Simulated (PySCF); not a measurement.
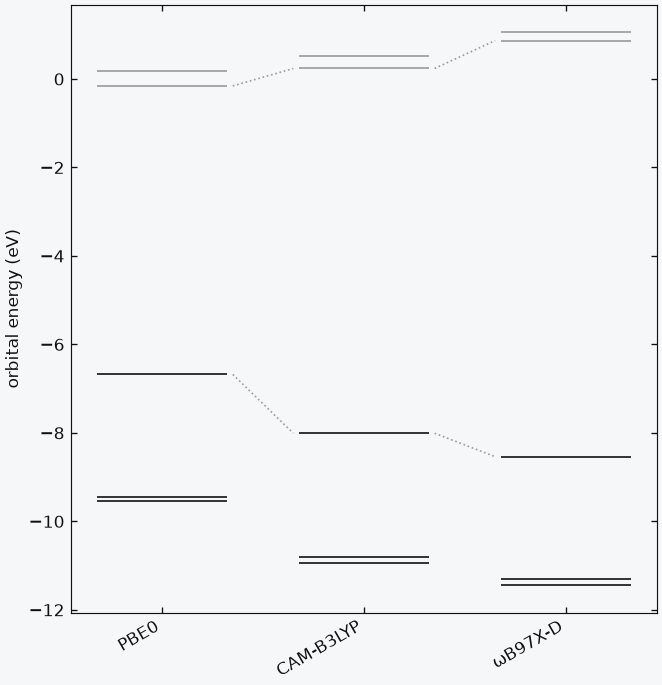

Frontier orbital energies of C₂H₇P (dimethylphosphine), SMILES CPC at one geometry, aug-cc-pVTZ, PySCF 2.14.0, at a PBE0-D3(BJ)/def2-TZVP geometry (no frequency check). Empty levels are grey, levels within 0.1 eV stand side by side; all columns show the same few orbitals around the gap. Dotted lines join the HOMOs and the LUMOs.

Question: Compare the HOMO-LUMO separations.

Answer: The separation grows from 6.52 eV (PBE0) to 9.41 eV (ωB97X-D).

| level | HOMO (eV) | LUMO (eV) | separation (eV) |
| --- | --- | --- | --- |
| PBE0 | −6.68 | −0.16 | 6.52 |
| CAM-B3LYP | −8.01 | 0.24 | 8.25 |
| ωB97X-D | −8.54 | 0.87 | 9.41 |

Limits of at least one run: empty levels above zero depend strongly on the basis.
